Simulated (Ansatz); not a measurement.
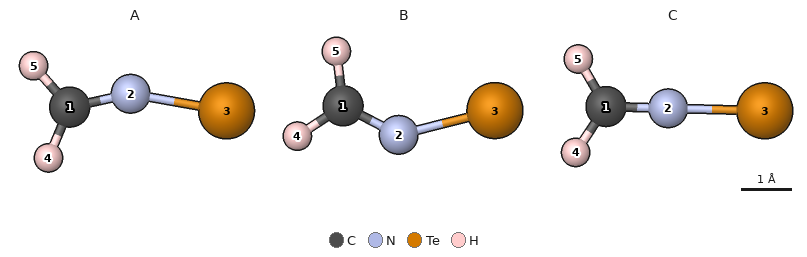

3 geometries from a converged minimum-energy path of CH2NTe (multiplicity 2), shuffled. A ball-and-stick model, seen face on.

All numbers below come from Ansatz, UKS B3LYP/def2-SVP. Run with 7 movable images; climbing image; force threshold 0.05 eV/Å; iteration limit 44; starting path by image-dependent pair potential.

**Which of them lies highest in energy?**

C. In order along the path, whose images run from 0 to 8: A (image 2, +0.063 eV), C (image 4, +0.128 eV), B (image 8, 0.000 eV). The motion is an in-plane inversion: the angle C1–N2–Te3 opens from 138° to 180° on the way and closes on the other side (138° at the end). No bond forms or breaks between the ends. Among the angles between lasting bonds that change up to the highest image: C1–N2–Te3 138.4° → 179.9°, N2–C1–H5 118.9° → 121.8°.

The run took 9 min on 1 thread of Intel(R) Xeon(R) Processor @ 2.70GHz (shared host), peak memory 0.18 GiB.
